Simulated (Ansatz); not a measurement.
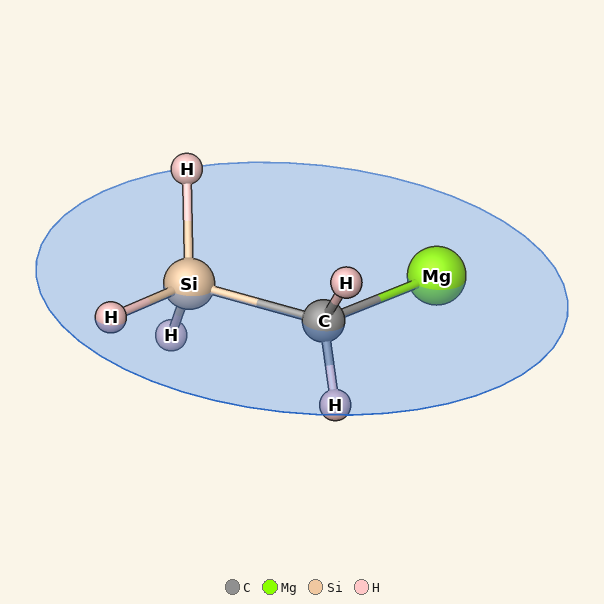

All proper rotation axes (lines) and mirror planes (discs) of the structure are drawn in. Depth is shown by fading: the farther an atom, the more it takes the colour of the background. The species has charge +1 and is a spin singlet. The computed structure is the end point of a PBE0-D4/def2-TZVP optimisation. No frequency run is at hand to confirm it as a minimum.

### Name the symmetry elements and the point group.

It has 1 mirror plane. Point group Cs. The group has 2 operations. The geometry is achiral, and symmetry allows a dipole moment.
